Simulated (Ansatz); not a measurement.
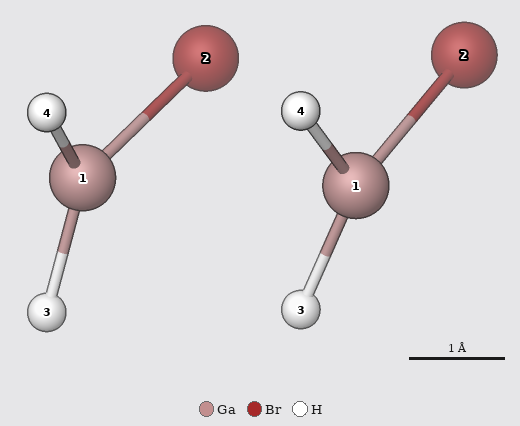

Two geometries of GaH2Br, drawn at one scale. One is the start of a relaxation, the other its converged end. A ball-and-stick model, seen from a free direction.

Computed with RKS PBE0-D4/def2-TZVP in Ansatz. (force threshold 0.005 eV/Å; at most 200 steps)

Which of the two is the end point?

The left one is the relaxed one. It is one of the separated reactants of a reaction. Over 4 geometry steps the energy falls by 3.67 kcal/mol. The largest force component goes from 1.3 to 0.00033 eV/Å. The largest move after the best rigid fit is that of Ga1, 0.19 Å. Largest moves by element: Ga 0.19 Å, H 0.07 Å, Br 0.05 Å. Near-neighbour distances that change, for instance: Ga1–Br2 2.363 → 2.294 Å, Ga1–H3 1.563 → 1.557 Å. Bond angles that change, for instance: H3–Ga1–H4 126.8° → 129.3°.
